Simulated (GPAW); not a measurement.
**PH$_{3}$S: geometry relaxation (part 2 of 5)**

PH$_{3}$S; vdW-DF2/plane waves, scalar-relativistic datasets (GPAW 26.7.0). The geometry comes from this level: GFN2-xTB.

Geometry of the input (Å):
```
P  -0.4919  -0.4746  0.4361
S  0.7677  0.9384  -0.4470
H  0.2701  -1.5884  0.0806
H  -1.3283  -0.6338  -0.6704
H  0.7824  1.7585  0.6006
```

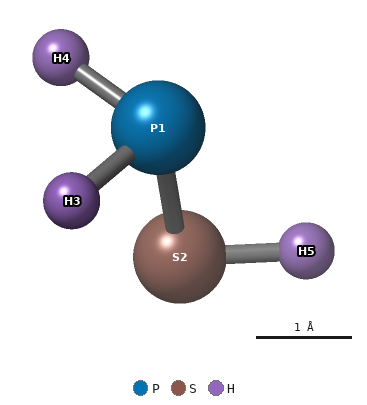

*The starting structure (ball-and-stick view, seen at a tilt; atoms are numbered from 1 in the order of the input).*

## Log, continued
```
Force computation time: 0.865  # s
LBFGS:    1 00:01:36      -79.795795        0.789562
         .-------------------------------.
        /|                               |
       / |                               |
      /  |                               |
     /   |                               |
    /    |                               |
   /     |                               |
  /      |                               |
 *       |                               |
 |       |                               |
 |       |               H               |
 |       |                               |
 |       |          P   S                |
 |       |        H  H                   |
 |       |                               |
 |       |                               |
 |       .-------------------------------.
 |      /                               /
 |     /                               /
 |    /                               /
 |   /                               /
 |  /                               /
 | /                               /
 |/                               /
 *-------------------------------*

Atoms  # Å, Bohr magnetons
|   | symbol |        x |        y |        z |    initial magnetic moments |
|---|--------|----------|----------|----------|-----------------------------|
| 0 |      P | 6.261169 | 5.927643 | 6.996843 | ( 0.0000,  0.0000,  0.0000) |
| 1 |      S | 7.567488 | 7.379997 | 6.064062 | ( 0.0000,  0.0000,  0.0000) |
| 2 |      H | 7.051744 | 4.805445 | 6.615606 | ( 0.0000,  0.0000,  0.0000) |
| 3 |      H | 5.426706 | 5.776655 | 5.852090 | ( 0.0000,  0.0000,  0.0000) |
| 4 |      H | 7.557636 | 8.185102 | 7.145652 | ( 0.0000,  0.0000,  0.0000) |

Unit cell  # Å
| periodic |         x |         y |         z |   lengths |    angles |
|----------|-----------|-----------|-----------|-----------|-----------|
|       no | 13.000000 |  0.000000 |  0.000000 | 13.000000 | 90.000000 |
|       no |  0.000000 | 13.000000 |  0.000000 | 13.000000 | 90.000000 |
|       no |  0.000000 |  0.000000 | 13.000000 | 13.000000 | 90.000000 |

Initialization done in: 4.285 s

convergence criteria:
- Maximum [total energy] change in last 3 cyles: 0.0005 eV / valence electron
- Maximum integral of absolute [dens]ity change: 0.0001 electrons / valence electron
- Maximum integral of absolute [eigenst]ate change: 4e-08 eV^2 / valence electron
maximum number of iterations: 100

SCF iterations
|iter     |     time |      energy | eigst |  dens |
|---------|----------|-------------|-------|-------|
|iter:   1| 00:01:41 |  -79.850581 | -2.05 |       |
|iter:   2| 00:01:46 |  -79.845045 | -3.72 | -1.77 |
|iter:   3| 00:01:51 |  -79.823890 | -2.72 | -1.82 |
|iter:   4| 00:01:56 |  -79.821609 | -3.56 | -2.38 |
|iter:   5| 00:02:02 |  -79.821183c| -4.76 | -2.63 |
|iter:   6| 00:02:07 |  -79.821158c| -5.89 | -3.23 |
|iter:   7| 00:02:12 |  -79.821150c| -6.89 | -3.68 |
|iter:   8| 00:02:17 |  -79.821147c| -8.06c| -4.19c|

Converged in 8 steps
SCF loop duration: 36.692 s (4.587 s/step)
Energy contributions relative to reference atoms: (reference = -20198.004043)

Energy contributions:
  Kinetic:          30.857736
  Coulomb:         -32.973535
  Zero:              0.076567
  External:          0.000000
  Xc:              -77.781916
  Entropy:          -0.000000
  Spinorbit:         0.000000
  ----------------------------
  Free energy:     -79.821147
  Extrapolated:    -79.821147

dipole moment: (-0.084074, -0.073280, 0.088752)  # |e|*Ang

Fermi level: -4.575
Eigenvalues  # (at kpt = [0.000, 0.000, 0.000])
| band index |      eig [eV] | occ [0-2] |
|------------|---------------|-----------|
|          0 |       -18.827 |     2.000 |
|          1 |       -15.434 |     2.000 |
|          2 |       -10.223 |     2.000 |
|          3 |        -9.940 |     2.000 |
|          4 |        -9.138 |     2.000 |
|          5 |        -6.913 |     2.000 |
|          6 |        -6.277 |     2.000 |
|          7 |        -1.903 |     0.000 |
|          8 |        -1.755 |     0.000 |
|          9 |        -1.205 |     0.000 |
|         10 |        -0.925 |     0.000 |

Gap: 4.373 eV
Transition (v -> c):
  (s=0, k=0, n=6, [0.00, 0.00, 0.00]) -> (s=0, k=0, n=7, [0.00, 0.00, 0.00])
No difference between direct/indirect transitions
vacuum-level: 0.212  # V

Forces  # eV/Ang
|        x |        y |        z |
|----------|----------|----------|
|  0.00133 | -0.15008 | -0.18678 |  # P    0
|  0.11292 |  0.24115 |  0.06350 |  # S    1
| -0.03949 | -0.14372 |  0.10160 |  # H    2
| -0.15483 | -0.06612 |  0.04397 |  # H    3
|  0.07987 |  0.11839 | -0.02232 |  # H    4

Force computation time: 0.835  # s
LBFGS:    2 00:02:18      -79.821147        0.273741
         .-------------------------------.
        /|                               |
       / |                               |
      /  |                               |
     /   |                               |
    /    |                               |
   /     |                               |
  /      |                               |
 *       |                               |
 |       |                               |
 |       |               H               |
 |       |                               |
 |       |          P   S                |
 |       |        H  H                   |
 |       |                               |
 |       |                               |
 |       .-------------------------------.
 |      /                               /
 |     /                               /
 |    /                               /
 |   /                               /
 |  /                               /
 | /                               /
 |/                               /
 *-------------------------------*

Atoms  # Å, Bohr magnetons
|   | symbol |        x |        y |        z |    initial magnetic moments |
|---|--------|----------|----------|----------|-----------------------------|
| 0 |      P | 6.258866 | 5.923418 | 6.996467 | ( 0.0000,  0.0000,  0.0000) |
| 1 |      S | 7.572667 | 7.387507 | 6.062476 | ( 0.0000,  0.0000,  0.0000) |
| 2 |      H | 7.052035 | 4.800402 | 6.617469 | ( 0.0000,  0.0000,  0.0000) |
| 3 |      H | 5.421825 | 5.774941 | 5.851460 | ( 0.0000,  0.0000,  0.0000) |
| 4 |      H | 7.559346 | 8.188566 | 7.146381 | ( 0.0000,  0.0000,  0.0000) |

Unit cell  # Å
| periodic |         x |         y |         z |   lengths |    angles |
|----------|-----------|-----------|-----------|-----------|-----------|
|       no | 13.000000 |  0.000000 |  0.000000 | 13.000000 | 90.000000 |
|       no |  0.000000 | 13.000000 |  0.000000 | 13.000000 | 90.000000 |
|       no |  0.000000 |  0.000000 | 13.000000 | 13.000000 | 90.000000 |

Initialization done in: 4.948 s

convergence criteria:
- Maximum [total energy] change in last 3 cyles: 0.0005 eV / valence electron
- Maximum integral of absolute [dens]ity change: 0.0001 electrons / valence electron
- Maximum integral of absolute [eigenst]ate change: 4e-08 eV^2 / valence electron
maximum number of iterations: 100

SCF iterations
|iter     |     time |      energy | eigst |  dens |
|---------|----------|-------------|-------|-------|
|iter:   1| 00:02:24 |  -79.826428c| -3.18 |       |
|iter:   2| 00:02:29 |  -79.826179c| -4.83 | -2.37 |
|iter:   3| 00:02:34 |  -79.825272c| -3.99 | -2.42 |
|iter:   4| 00:02:39 |  -79.825214c| -4.91 | -2.97 |
|iter:   5| 00:02:44 |  -79.825201c| -6.21 | -3.27 |
|iter:   6| 00:02:49 |  -79.825199c| -7.25 | -3.91 |
|iter:   7| 00:02:54 |  -79.825198c| -7.48c| -4.36c|

Converged in 7 steps
SCF loop duration: 30.700 s (4.386 s/step)
Energy contributions relative to reference atoms: (reference = -20198.004043)

Energy contributions:
  Kinetic:          30.360727
  Coulomb:         -32.598254
  Zero:              0.078268
  External:          0.000000
  Xc:              -77.665939
  Entropy:          -0.000000
  Spinorbit:         0.000000
  ----------------------------
  Free energy:     -79.825198
  Extrapolated:    -79.825198

dipole moment: (-0.087532, -0.077936, 0.089931)  # |e|*Ang

Fermi level: -4.575
Eigenvalues  # (at kpt = [0.000, 0.000, 0.000])
| band index |      eig [eV] | occ [0-2] |
|------------|---------------|-----------|
|          0 |       -18.782 |     2.000 |
|          1 |       -15.446 |     2.000 |
|          2 |       -10.209 |     2.000 |
|          3 |        -9.943 |     2.000 |
|          4 |        -9.113 |     2.000 |
|          5 |        -6.919 |     2.000 |
|          6 |        -6.272 |     2.000 |
|          7 |        -1.957 |     0.000 |
|          8 |        -1.754 |     0.000 |
|          9 |        -1.202 |     0.000 |
|         10 |        -0.928 |     0.000 |

Gap: 4.315 eV
Transition (v -> c):
  (s=0, k=0, n=6, [0.00, 0.00, 0.00]) -> (s=0, k=0, n=7, [0.00, 0.00, 0.00])
No difference between direct/indirect transitions
vacuum-level: 0.212  # V

Forces  # eV/Ang
|        x |        y |        z |
|----------|----------|----------|
|  0.07920 | -0.06311 | -0.24201 |  # P    0
|  0.01875 |  0.11591 |  0.10486 |  # S    1
| -0.05546 | -0.10899 |  0.08884 |  # H    2
| -0.11745 | -0.06443 |  0.05653 |  # H    3
|  0.07489 |  0.12042 | -0.00858 |  # H    4

Force computation time: 0.852  # s
LBFGS:    3 00:02:55      -79.825198        0.262348
         .-------------------------------.
        /|                               |
       / |                               |
      /  |                               |
     /   |                               |
    /    |                               |
   /     |                               |
  /      |                               |
 *       |                               |
 |       |                               |
 |       |               H               |
 |       |                               |
 |       |          P   S                |
 |       |        H  H                   |
 |       |                               |
 |       |                               |
 |       .-------------------------------.
 |      /                               /
 |     /                               /
 |    /                               /
 |   /                               /
 |  /                               /
 | /                               /
 |/                               /
 *-------------------------------*

Atoms  # Å, Bohr magnetons
|   | symbol |        x |        y |        z |    initial magnetic moments |
|---|--------|----------|----------|----------|-----------------------------|
| 0 |      P | 6.258083 | 5.917577 | 6.990960 | ( 0.0000,  0.0000,  0.0000) |
| 1 |      S | 7.579009 | 7.398371 | 6.062587 | ( 0.0000,  0.0000,  0.0000) |
| 2 |      H | 7.051267 | 4.791820 | 6.621472 | ( 0.0000,  0.0000,  0.0000) |
| 3 |      H | 5.413368 | 5.771405 | 5.851710 | ( 0.0000,  0.0000,  0.0000) |
| 4 |      H | 7.563007 | 8.195647 | 7.147512 | ( 0.0000,  0.0000,  0.0000) |

Unit cell  # Å
| periodic |         x |         y |         z |   lengths |    angles |
|----------|-----------|-----------|-----------|-----------|-----------|
|       no | 13.000000 |  0.000000 |  0.000000 | 13.000000 | 90.000000 |
|       no |  0.000000 | 13.000000 |  0.000000 | 13.000000 | 90.000000 |
|       no |  0.000000 |  0.000000 | 13.000000 | 13.000000 | 90.000000 |

Initialization done in: 4.619 s

convergence criteria:
- Maximum [total energy] change in last 3 cyles: 0.0005 eV / valence electron
- Maximum integral of absolute [dens]ity change: 0.0001 electrons / valence electron
- Maximum integral of absolute [eigenst]ate change: 4e-08 eV^2 / valence electron
maximum number of iterations: 100

SCF iterations
|iter     |     time |      energy | eigst |  dens |
|---------|----------|-------------|-------|-------|
|iter:   1| 00:03:00 |  -79.830988c| -2.89 |       |
|iter:   2| 00:03:05 |  -79.830763c| -4.57 | -2.32 |
|iter:   3| 00:03:10 |  -79.829916c| -4.05 | -2.37 |
|iter:   4| 00:03:15 |  -79.829847c| -4.89 | -2.78 |
|iter:   5| 00:03:20 |  -79.829838c| -6.08 | -3.13 |
|iter:   6| 00:03:25 |  -79.829836c| -6.94 | -3.66 |
|iter:   7| 00:03:31 |  -79.829836c| -8.08c| -4.24c|

Converged in 7 steps
SCF loop duration: 31.361 s (4.480 s/step)
Energy contributions relative to reference atoms: (reference = -20198.004043)

Energy contributions:
  Kinetic:          29.948950
  Coulomb:         -32.282920
  Zero:              0.079811
  External:          0.000000
  Xc:              -77.575677
  Entropy:          -0.000000
  Spinorbit:         0.000000
  ----------------------------
  Free energy:     -79.829836
  Extrapolated:    -79.829836

dipole moment: (-0.090329, -0.083076, 0.088779)  # |e|*Ang

Fermi level: -4.575
Eigenvalues  # (at kpt = [0.000, 0.000, 0.000])
| band index |      eig [eV] | occ [0-2] |
|------------|---------------|-----------|
|          0 |       -18.740 |     2.000 |
|          1 |       -15.469 |     2.000 |
|          2 |       -10.205 |     2.000 |
|          3 |        -9.966 |     2.000 |
|          4 |        -9.094 |     2.000 |
|          5 |        -6.900 |     2.000 |
|          6 |        -6.277 |     2.000 |
|          7 |        -2.009 |     0.000 |
|          8 |        -1.752 |     0.000 |
|          9 |        -1.193 |     0.000 |
|         10 |        -0.922 |     0.000 |

Gap: 4.268 eV
Transition (v -> c):
  (s=0, k=0, n=6, [0.00, 0.00, 0.00]) -> (s=0, k=0, n=7, [0.00, 0.00, 0.00])
No difference between direct/indirect transitions
vacuum-level: 0.212  # V

Forces  # eV/Ang
|        x |        y |        z |
|----------|----------|----------|
|  0.13676 |  0.06954 | -0.19761 |  # P    0
| -0.07008 | -0.04121 |  0.09404 |  # S    1
| -0.04785 | -0.08569 |  0.04250 |  # H    2
| -0.07498 | -0.06341 |  0.02769 |  # H    3
|  0.05569 |  0.12018 |  0.03316 |  # H    4

Force computation time: 0.869  # s
LBFGS:    4 00:03:32      -79.829836        0.250174
         .-------------------------------.
        /|                               |
       / |                               |
      /  |                               |
     /   |                               |
    /    |                               |
   /     |                               |
  /      |                               |
 *       |                               |
 |       |                               |
 |       |               H               |
 |       |                               |
 |       |          P   S                |
 |       |        H  H                   |
 |       |                               |
 |       |                               |
 |       .-------------------------------.
 |      /                               /
 |     /                               /
 |    /                               /
 |   /                               /
 |  /                               /
 | /                               /
 |/                               /
 *-------------------------------*

Atoms  # Å, Bohr magnetons
|   | symbol |        x |        y |        z |    initial magnetic moments |
|---|--------|----------|----------|----------|-----------------------------|
| 0 |      P | 6.260151 | 5.914970 | 6.983512 | ( 0.0000,  0.0000,  0.0000) |
| 1 |      S | 7.582065 | 7.405056 | 6.064390 | ( 0.0000,  0.0000,  0.0000) |
| 2 |      H | 7.049847 | 4.784172 | 6.625005 | ( 0.0000,  0.0000,  0.0000) |
| 3 |      H | 5.406054 | 5.767711 | 5.852338 | ( 0.0000,  0.0000,  0.0000) |
| 4 |      H | 7.566603 | 8.202888 | 7.148987 | ( 0.0000,  0.0000,  0.0000) |

Unit cell  # Å
| periodic |         x |         y |         z |   lengths |    angles |
|----------|-----------|-----------|-----------|-----------|-----------|
|       no | 13.000000 |  0.000000 |  0.000000 | 13.000000 | 90.000000 |
|       no |  0.000000 | 13.000000 |  0.000000 | 13.000000 | 90.000000 |
|       no |  0.000000 |  0.000000 | 13.000000 | 13.000000 | 90.000000 |

Initialization done in: 4.752 s
```
